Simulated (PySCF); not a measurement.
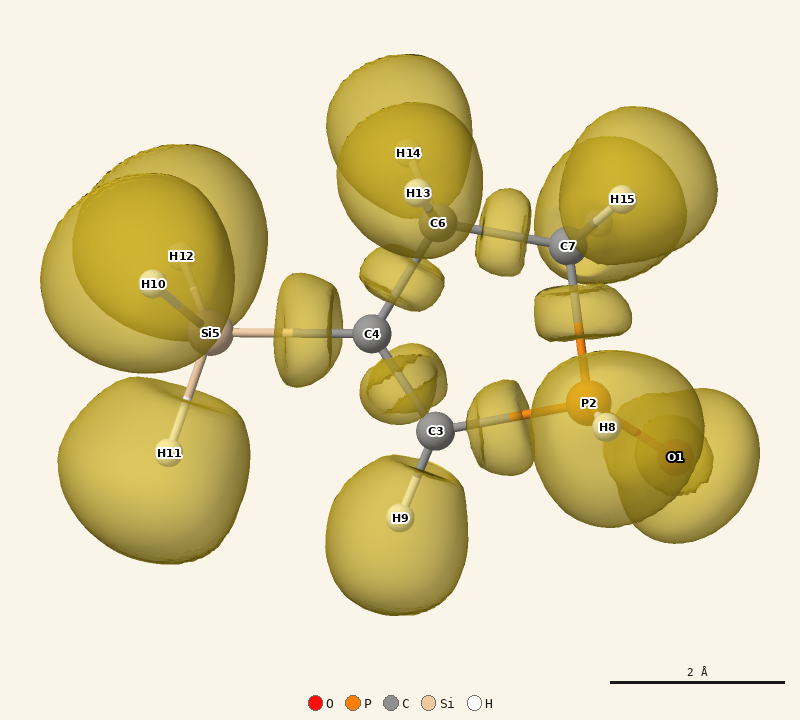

Figure 1: C4H9OPSi. Isosurface of the ELF at 0.75 (yellow), seen across its widest extent. Only the valence region is drawn (cores and ρ < 0.01 e/Å³ removed).

Geometry: PBE0-D3(BJ)/def2-SVP.

Level of theory: PBE0/pcSseg-1, SCF density, gas phase, non-relativistic in PySCF 2.14.0.

Input

```
{"job": {"kind": "nmr", "xc": "PBE0", "basis": "pcSseg-1"}, "charge": 0, "multiplicity": 1}
O     -2.739025    -1.889091    -0.395414
P     -1.921345    -0.643762    -0.494177
C     -0.192446    -0.731363    -1.035663
C      0.627275    -0.016843    -0.244090
Si     2.486424     0.080061    -0.513604
C     -0.038112     0.732306     0.894861
C     -1.476172     0.227119     1.057021
H     -2.487154     0.364046    -1.339274
H      0.135447    -1.308772    -1.904148
H      2.895723     1.500380    -0.741404
H      2.864578    -0.751119    -1.692183
H      3.186809    -0.412175     0.712286
H     -0.024323     1.811427     0.660419
H      0.541993     0.626422     1.826688
H     -2.199749     1.013717     1.312055
H     -1.544125    -0.554197     1.831093
```

Run with:

```sh
OMP_NUM_THREADS=1 python probes_run.py task.json out
```

Where are the electrons localised?

Answer. The ELF exceeds this value in three regions between bonded C–C atoms (shared pairs), two regions between bonded C–P atoms (shared pairs), one region between bonded C–Si atoms (shared pairs), nine regions around hydrogen nuclei and one region on O in which the atom's valence shell and bonds are merged. Along the contacts the grid gives the following. C–C (1.35 Å): the ELF peaks at about 0.90 between the atoms (a short, multiple covalent bond). P–O (1.49 Å): the ELF peaks at about 0.80 between the atoms; a short, strongly polar bond.
